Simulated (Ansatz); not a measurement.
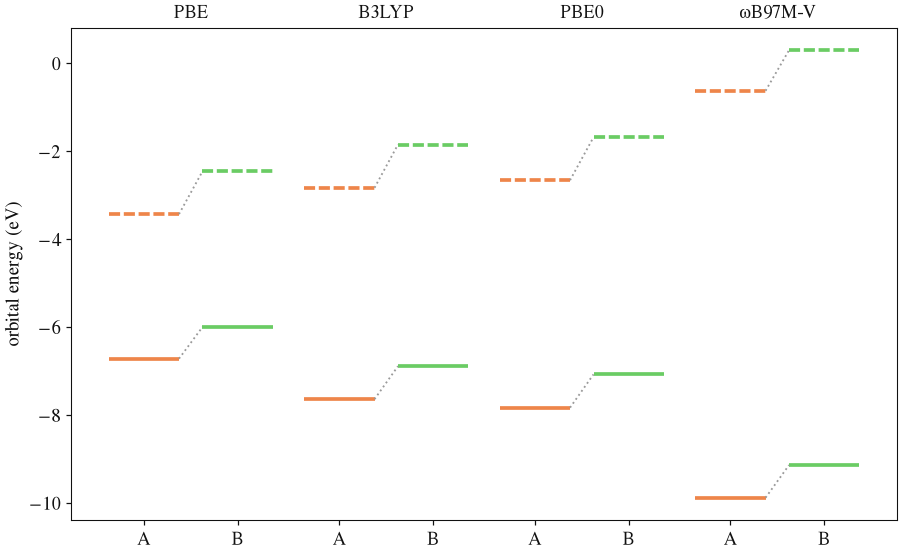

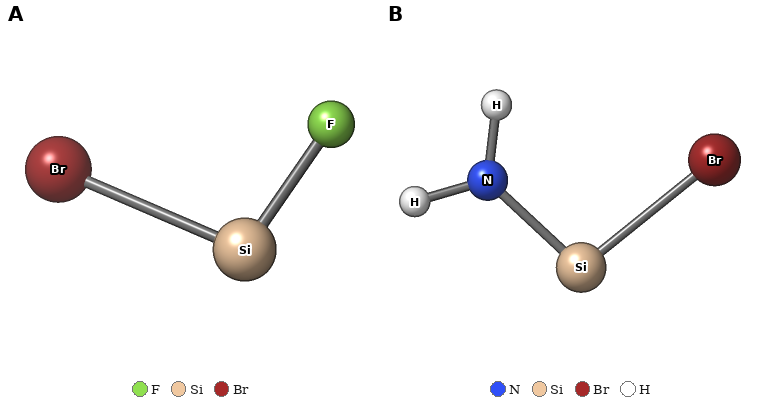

One change: A, SiBrF (SMILES F[Si]Br), becomes B, SiNH₂Br (SMILES N[Si]Br). F on Si is replaced by NH₂. HOMO (solid) and LUMO (dashed) computed in def2-TZVPP at PBE0-D4/def2-TZVP geometries, both minima by their frequencies, gas phase, the Ansatz code. Empty levels above zero depend strongly on the basis.

Question: What does the change do to HOMO and LUMO?

Answer: PBE: the HOMO rises by 0.72 eV, the LUMO rises by 0.97 eV, and the separation goes from 3.29 to 3.54 eV. B3LYP: the HOMO rises by 0.75 eV, the LUMO rises by 0.98 eV, and the separation goes from 4.81 to 5.04 eV. PBE0: the HOMO rises by 0.76 eV, the LUMO rises by 0.98 eV, and the separation goes from 5.17 to 5.39 eV. ωB97M-V: the HOMO rises by 0.74 eV, the LUMO rises by 0.92 eV, and the separation goes from 9.26 to 9.44 eV.

Question: Do the functionals agree on the effect?

Answer: They agree on the direction for both levels; the HOMO shift lies between 0.72 and 0.76 eV and the LUMO shift between 0.92 and 0.98 eV, while the separations themselves differ by up to 6.0 eV between functionals.
